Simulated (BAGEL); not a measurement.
# C2H− (SMILES [C-]#C): CASPT2(10,9)/6-31G(d) (density fitting with qzvpp-jkfit, spherical functions)

Aim: the vertical singlet–triplet gap of C2H− at CASPT2(10,9)/6-31G* (density fitting with qzvpp-jkfit, spherical functions), from 2 runs. 

Program for the calculation: BAGEL 1.2.2.

**1. The system as given**

C2H−: 3 atoms, total charge -1, spin state singlet. SMILES: `[C-]#C`. The shape is that of a PBE0-D4/def2-TZVPD optimisation.

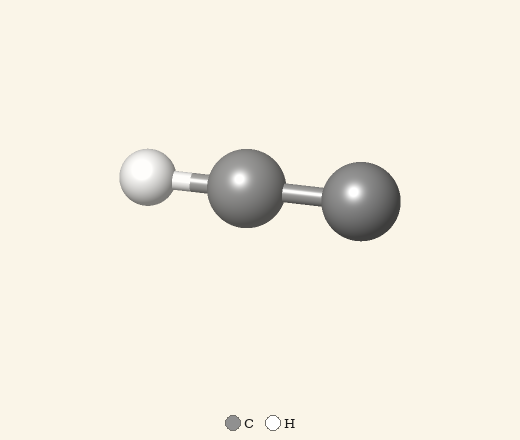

Viewed from a chosen angle; carbon grey, hydrogen white.

**2. A single-point energy at CASPT2(10,9)/6-31G(d) (density fitting with qzvpp-jkfit, spherical functions)**

calc.json reads:

```json
{ "bagel" : [

{
  "title" : "molecule",
  "basis" : "6-31gs.json",
  "df_basis" : "qzvpp-jkfit",
  "angstrom" : "true",
  "geometry" : [
    { "atom" : "C", "xyz" : [    0.629700,    0.896400,    0.445600 ] },
    { "atom" : "C", "xyz" : [   -0.029800,   -0.042400,   -0.020900 ] },
    { "atom" : "H", "xyz" : [   -0.599900,   -0.854000,   -0.424700 ] }
  ]
},
{
  "title" : "hf",
  "charge" : -1
},
{
  "title" : "casscf",
  "nstate" : 1,
  "nact" : 9,
  "nclosed" : 2,
  "charge" : -1,
  "nspin" : 0,
  "maxiter" : 200,
  "natocc" : "true"
},
{
  "title" : "print",
  "file" : "orbitals.molden",
  "orbitals" : "true"
},
{
  "title" : "smith",
  "method" : "caspt2",
  "ms" : "true",
  "xms" : "true",
  "sssr" : "true",
  "shift" : 0.0,
  "ncore" : 2
}

]}
```

The basis set 6-31G* is read from a file made from the Basis Set Exchange's data (not shown).

Command:

```console
BAGEL_NUM_THREADS=1 BAGEL calc.json > calc.out
```

Log:

```text
* using 1 threads per process

  ===============================================================
  ===============================================================

  *** Geometry ***

  { "atom" : "C", "xyz" : [      1.189961,      1.693950,      0.842062 ] },
  { "atom" : "C", "xyz" : [     -0.056314,     -0.080124,     -0.039495 ] },
  { "atom" : "H", "xyz" : [     -1.133647,     -1.613826,     -0.802567 ] },

  Number of auxiliary basis functions:      168

  Since a DF basis is specified, we compute 2- and 3-index integrals:
    o Being stored without compression. Storage requirement is 0.001 GB

  Number of basis functions:       30
  Number of electrons      :       13

    * METHOD: MOLECULE                             0.02

  *** RHF ***

  === Nuclear Repulsion ===
    19.7214800422

      * DIIS with orbital gradients will be used.

  === RHF iteration (6-31gs.json) ===
      0        -76.07405624          0.03341017           0.00
      1        -76.16137071          0.01397243           0.00
      2        -76.17389810          0.00303574           0.00
      3        -76.17473520          0.00181761           0.00
      4        -76.17499056          0.00023760           0.00
      5        -76.17500339          0.00004778           0.00
[... 4 lines of this table left out ...]
     10        -76.17500359          0.00000003           0.00
     11        -76.17500359          0.00000000           0.00
    * SCF iteration converged.

    * Permanent dipole moment:
           (    0.626779,     0.892261,     0.443702) a.u.

    * METHOD: HF                                   0.04

  ---------------------------
      CASSCF calculation
  ---------------------------

    * nstate   :      1
    * nclosed  :      2
    * nact     :      9
    * nvirt    :     19
  === CASSCF iteration (6-31gs.json) ===

    * Using the second-order algorithm

      0  0       -76.23829206     7.98e-03      0.21

      1  0       -76.28243803     3.54e-03      0.17

      2  0       -76.29389306     1.51e-03      0.17

[... 23 lines of this table left out ...]

     15  0       -76.29807551     9.06e-09      0.17

    * Second-order optimization converged. *

     guess   0:   closed 11111....            open .........

  === FCI iteration ===

      0  0       -76.17233515     3.81e-03      0.01
      1  0       -76.27914947     1.62e-03      0.01
      2  0       -76.29552859     6.16e-04      0.01
      3  0       -76.29765120     2.55e-04      0.01
      4  0       -76.29803045     8.85e-05      0.01
      5  0       -76.29807097     2.63e-05      0.01
[... 10 lines of this table left out ...]
     16  0       -76.29807551     2.64e-10      0.01
     17  0 *     -76.29807551     8.12e-11      0.01

     * ci vector, state   0, <S^2> = -0.0000
       22222....     0.9597804075
       2222.2...    -0.1152792276
       222.2.2..    -0.1152792114
       222baba..    -0.0747760797
       222abab..    -0.0747760797
       22.22..2.    -0.0628515697

    * METHOD: CASSCF                               2.96

    * METHOD: PRINT                                0.00

  === SMITH program ===

    * freezing 2 orbitals

    * Approximate memory requirement for SMITH calulation per MPI process:
      o Storage requirement for T-amplitude, lambda, and residual is 0.00 GB
      o Storage requirement for MO integrals is 0.00 GB
    * Calculating and saving rdm4f

    * Zeroth order energy : state  0       -2.5303550956

    * CASPT2 iteration is performed using redundant basis

      ---- iteration ----

        0    -0.13107928     0.01005254      0.11
        1    -0.13218162     0.00117234      0.11
        2    -0.13220615     0.00017380      0.11
        3    -0.13220654     0.00002058      0.11
        4    -0.13220655     0.00000318      0.11
        5    -0.13220655     0.00000048      0.11

      -------------------

    * CASPT2 energy : state  0      -76.4302820521
        reference weight              0.9587836377

    * METHOD: SMITH                                4.12

  ===============================================================
```

Wall time 7.5 s (1 thread of Arm Neoverse V1, shared host); peak memory 1.3 GiB.

**3. The triplet, same level**

input.json reads:

```json
{ "bagel": [

{
  "title": "molecule",
  "basis": "6-31gs.json",
  "df_basis": "qzvpp-jkfit",
  "angstrom": true,
  "geometry": [
    { "atom": "C", "xyz": [    0.629700,    0.896400,    0.445600 ] },
    { "atom": "C", "xyz": [   -0.029800,   -0.042400,   -0.020900 ] },
    { "atom": "H", "xyz": [   -0.599900,   -0.854000,   -0.424700 ] }
  ]
},
{
  "title": "hf",
  "charge": -1
},
{
  "title": "casscf",
  "nstate": 1,
  "nact": 9,
  "nclosed": 2,
  "charge": -1,
  "nspin": 2,
  "maxiter": 200,
  "natocc": true
},
{
  "title": "print",
  "file": "orbitals.molden",
  "orbitals": true
},
{
  "title": "smith",
  "method": "caspt2",
  "ms": true,
  "xms": true,
  "sssr": true,
  "shift": 0.0,
  "ncore": 2
}

]}
```

The basis set 6-31G* is read from a file made from the Basis Set Exchange's data (not shown).

Command:

```console
BAGEL_NUM_THREADS=1 BAGEL input.json > input.out
```

Log:

```text
* using 1 threads per process

  ===============================================================
  ===============================================================

  *** Geometry ***

  { "atom" : "C", "xyz" : [      1.189961,      1.693950,      0.842062 ] },
  { "atom" : "C", "xyz" : [     -0.056314,     -0.080124,     -0.039495 ] },
  { "atom" : "H", "xyz" : [     -1.133647,     -1.613826,     -0.802567 ] },

  Number of auxiliary basis functions:      168

  Since a DF basis is specified, we compute 2- and 3-index integrals:
    o Being stored without compression. Storage requirement is 0.001 GB

  Number of basis functions:       30
  Number of electrons      :       13

    * METHOD: MOLECULE                             0.02

  *** RHF ***

  === Nuclear Repulsion ===
    19.7214800422

      * DIIS with orbital gradients will be used.

  === RHF iteration (6-31gs.json) ===
      0        -76.07405624          0.03341017           0.00
      1        -76.16137071          0.01397243           0.00
      2        -76.17389810          0.00303574           0.00
[... 8 lines of this table left out ...]
     11        -76.17500359          0.00000000           0.00
    * SCF iteration converged.

    * Permanent dipole moment:
           (    0.626779,     0.892261,     0.443702) a.u.

    * METHOD: HF                                   0.04

  ---------------------------
      CASSCF calculation
  ---------------------------

    * nstate   :      1
    * nclosed  :      2
    * nact     :      9
    * nvirt    :     19
  === CASSCF iteration (6-31gs.json) ===

    * Using the second-order algorithm

      0  0       -76.02184717     2.14e-02      0.22

      1  0       -76.06535232     5.00e-03      0.17
[... 35 lines of this table left out ...]
     19  0       -76.07866133     7.47e-09      0.15

    * Second-order optimization converged. *

     guess   0:   closed 1111.....            open ....11...

  === FCI iteration ===

      0  0       -75.98542939     3.22e-03      0.00
      1  0       -76.05285078     1.25e-03      0.00
      2  0       -76.06571546     7.73e-04      0.00
[... 16 lines of this table left out ...]
     19  0       -76.07866133     6.40e-09      0.01
    ** throwing out 1 trial vectors **
     20  0       -76.07866133     2.72e-09      0.01
    ** throwing out 1 trial vectors **
     21  0       -76.07866133     1.03e-09      0.01
    ** throwing out 1 trial vectors **
     22  0       -76.07866133     3.96e-10      0.01
    ** throwing out 1 trial vectors **
     23  0       -76.07866133     1.52e-10      0.01
    ** throwing out 1 trial vectors **
     24  0 *     -76.07866133     5.99e-11      0.00

     * ci vector, state   0, <S^2> = 2.0000
       2222aa...    -0.6839936263
       222a2.a..    -0.6839923744
       222.aa2..     0.1108278134
       222a.2a..     0.1108276729
       22a22..a.     0.0598299481

    * METHOD: CASSCF                               3.30

    * METHOD: PRINT                                0.00

  === SMITH program ===

    * freezing 2 orbitals

    * Approximate memory requirement for SMITH calulation per MPI process:
      o Storage requirement for T-amplitude, lambda, and residual is 0.00 GB
      o Storage requirement for MO integrals is 0.00 GB
    * Calculating and saving rdm4f

    * Zeroth order energy : state  0       -1.9049554438

    * CASPT2 iteration is performed using redundant basis

      ---- iteration ----

        0    -0.14958302     0.00862159      0.11
        1    -0.15066232     0.00108234      0.10
        2    -0.15068914     0.00015340      0.11
        3    -0.15068961     0.00001949      0.11
        4    -0.15068962     0.00000291      0.11
        5    -0.15068962     0.00000044      0.11

      -------------------

    * CASPT2 energy : state  0      -76.2293509556
        reference weight              0.9480106016

    * METHOD: SMITH                                3.70

  ===============================================================
```

Wall time 7.2 s (1 thread of Arm Neoverse V1, shared host); peak memory 0.86 GiB.

**4. What came out**

Level: CASPT2(10,9)/6-31G* (density fitting with qzvpp-jkfit, spherical functions), 2 core orbitals frozen.

| quantity | value |
| --- | --- |
| singlet: total energy | -76.43028 Eh |
| triplet: total energy | -76.22935 Eh |
| vertical energy of the triplet above the singlet | 5.468 eV |

At this shape the triplet lies 5.47 eV (528 kJ/mol) above the singlet. For an anion a state so high probably lies above electron detachment.
